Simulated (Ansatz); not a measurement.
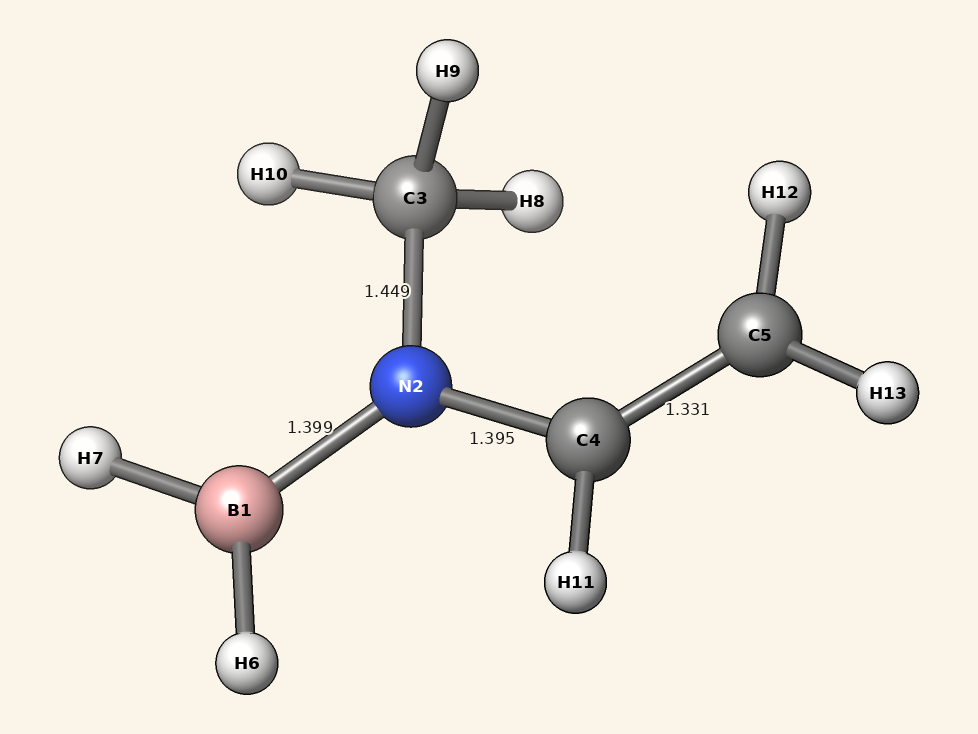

The numbers beside the sticks are distances in Å. Sticks don't show bond order. The geometry was computed by an optimisation with PBE0-D4/def2-TZVP. No frequency run is at hand to confirm it as a minimum.

Assign a bond order to each marked bond.

Answer. B1–N2 single; N2–C3 single; N2–C4 single; C4–C5 double.

Give the structure as SMILES.

Answer. BN(C)C=C
